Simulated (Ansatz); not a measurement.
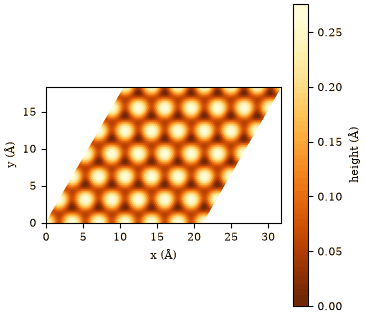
Figure. Simulated constant-current image at -1.9 V from a Fermi level inside the gap (filled states down to 1.0 eV under the valence edge)

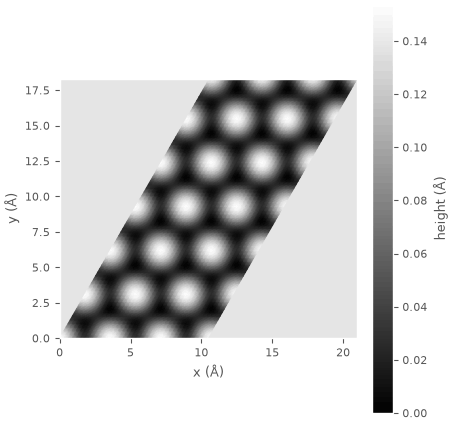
Figure: Simulated constant-current image at +1.9 V from a Fermi level inside the gap (empty states up to 1.0 eV over the conduction edge)

These are PBE, Tersoff-Hamann images (plane waves, PAW; Ansatz, an electronic-structure program) values and carry that method's errors.

Mesh 18×18×1, no spin-orbit coupling, no spin polarisation; biases count from the run's Fermi level. The set point is the mean density 3.5 Å over the top atom.

The sample is: single layer of PtS2 (symmetry P-3m1 as a slab, 3 atoms a cell). Atoms are numbered in the order of this list of the upper atoms (x, y, depth in Å): S1 (0.0, 0.0, 0.0); Pt2 (3.6, 2.1, 1.2); S3 (1.8, 1.0, 2.5).

Q: Which sites are bright, and how large is the corrugation?

A: At -1.9 V the maximum lies over S1 and the sites alike, corrugation about 0.28 Å. At +1.9 V the maximum lies over S1 and the sites alike, corrugation about 0.15 Å.
